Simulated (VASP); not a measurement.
Band structure of Nb (bcc). Level of theory: PBE GGA with D3 dispersion (Becke-Johnson damping), VASP's PBE PAW potentials (set 64) (plane waves; VASP).

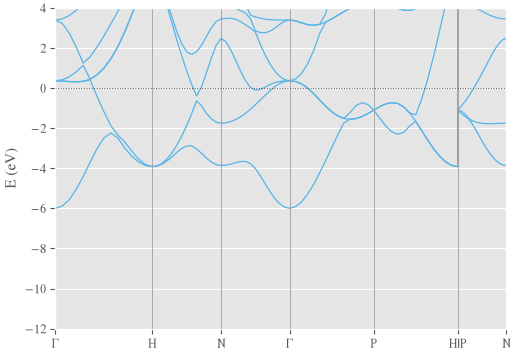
Figure. Bands along high-symmetry lines, zero at the valence-band maximum or, without a gap, the Fermi level

Q: Read the plot: is there a gap, and where are the band edges?

A: It has no gap at this level: it comes out as a metal or semimetal. (Edges off the drawn lines would not show.)

The compound is Nb in the bcc structure. It was relaxed first.
